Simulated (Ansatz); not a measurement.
**CPS (charge +1): density, localisation and related maps**

The calculation's input:

```
crystal:
  periodic: [false, false, false]
  atoms:
    - {symbol: C, position_ang: [0.000000, 0.000000, -0.036416]}
    - {symbol: P, position_ang: [0.000000, 0.000000, 1.621827]}
    - {symbol: S, position_ang: [0.000000, 0.000000, -1.585411]}
basis:
  gaussian:
    orbitals: def2-TZVPD
output: {forces: true, orbitals: {seedname: orbitals}}
hamiltonian:
  xc: {name: PBE0}
total_charge: 1
```

Command:

```sh
ansatz run input.yaml --threads 1 --pin off --max-ram 2610MiB --events-out events.jsonl --progress --plain --runs-dir runs
```

Geometry: B3LYP-D3(BJ)/def2-SVP.

Level of theory: Ansatz, isolated molecule in a Gaussian basis; Kohn-Sham density functional theory, functional PBE0.

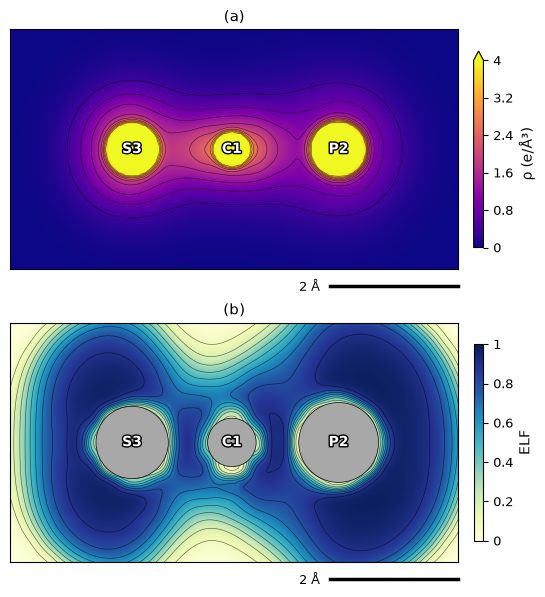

Figure 1. (a) total electron density; (b) electron localisation function on a plane that holds the molecular axis. Grey discs cover the atomic cores in the ELF map.

Q: What does the map show?

A:
- The plane passes through C, P and S nuclei.
- C–S (1.55 Å): ρ is about 1.9 e/Å³ halfway; the ELF peaks at about 0.90 between the atoms, as expected for localised, covalent bonding.
- C–P (1.66 Å): the density is about 1.4 e/Å³ at the midpoint; the ELF peaks at about 0.90 between the atoms; a covalent bond.
- The ELF also peaks beside P2 and S3, away from the bonds: lone-pair regions.

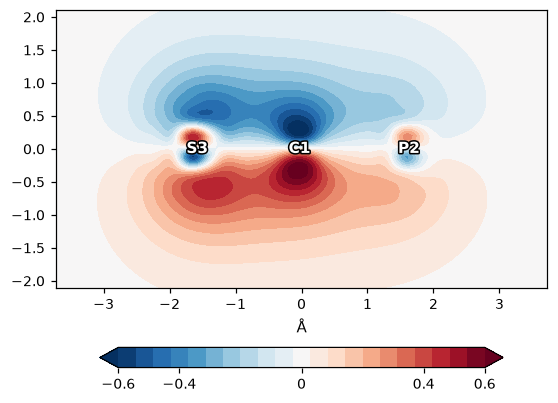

Figure 2. The HOMO−1 on a plane that holds the molecular axis (values in Å⁻³ᐟ²; the overall sign is arbitrary).

Q: Describe this orbital and give its energy.

A: By Hirshfeld shares it lies mainly on S3 (about 45 %), C1 (about 40 %) and P2 (about 15 %); π-bonding across S3–C1. It is one of a degenerate set, so its orientation is arbitrary. Its energy is −16.80 eV.

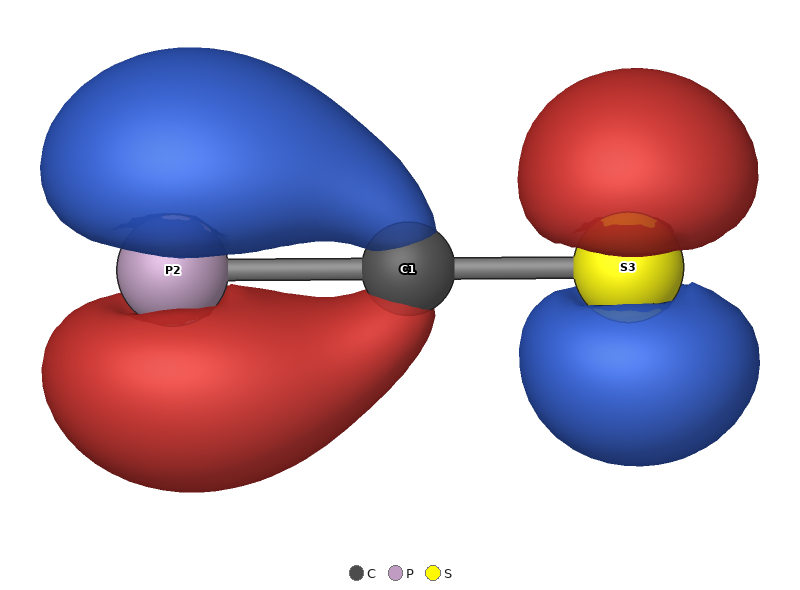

Figure 3. The HOMO at ±0.15 Å⁻³ᐟ² (red and blue are the two phases), seen from one side.

Q: Describe this orbital and give its energy.

A: Its weight (Hirshfeld) is mainly on P2 (about 55 %), S3 (about 35 %) and C1 (about 10 %); largely a combination of lone pairs on P2 and S3. It is one of a degenerate set, so its orientation is arbitrary. Its energy is −13.26 eV.
